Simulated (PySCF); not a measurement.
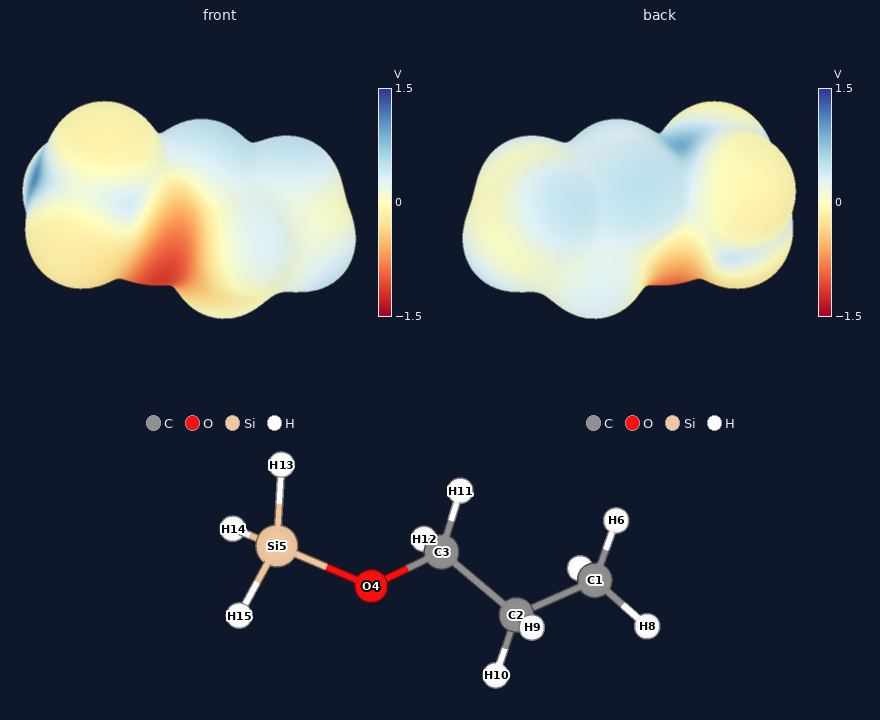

Figure. C$_{3}$H$_{10}$OSi. The electrostatic potential painted on the density surface at 0.001 e/bohr³, seen from the front and from behind; red is negative and blue positive. The bare structure is drawn below in the same view.

Geometry: GFN2-xTB.

All numbers below come from CAM-B3LYP/def2-SVPD, SCF density, gas phase in PySCF 2.14.0.

Input

```
{"job": {"kind": "uv", "xc": "CAM-B3LYP", "basis": "def2-SVPD", "nstates": 8, "ntriplets": 3}, "charge": 0, "multiplicity": 1}
C     -2.394308    -0.071972     0.577373
C     -1.146677     0.584625     0.000993
C      0.102425    -0.253418     0.257688
O      1.219977     0.386952    -0.283874
Si     2.772073    -0.067171    -0.289071
H     -2.297454    -0.201361     1.653124
H     -2.553454    -1.050193     0.129062
H     -3.269705     0.542362     0.382766
H     -0.999793     1.569855     0.447155
H     -1.257052     0.721752    -1.076375
H      0.245434    -0.393794     1.337156
H     -0.011691    -1.246695    -0.196298
H      3.292760    -0.215568     1.074934
H      2.953614    -1.355519    -0.967874
H      3.339436     1.058134    -1.011119
```

Launched as:

```sh
OMP_NUM_THREADS=1 python probes_run.py task.json out
```

### Where is the surface potential most negative and most positive?

The most negative region (about −1.1 V) lies over O4, the most positive (about +0.9 V) over Si5. O4 is the likeliest acceptor of a hydrogen bond.

### How polar is the molecule by this calculation?

Its dipole moment is 1.06 D.
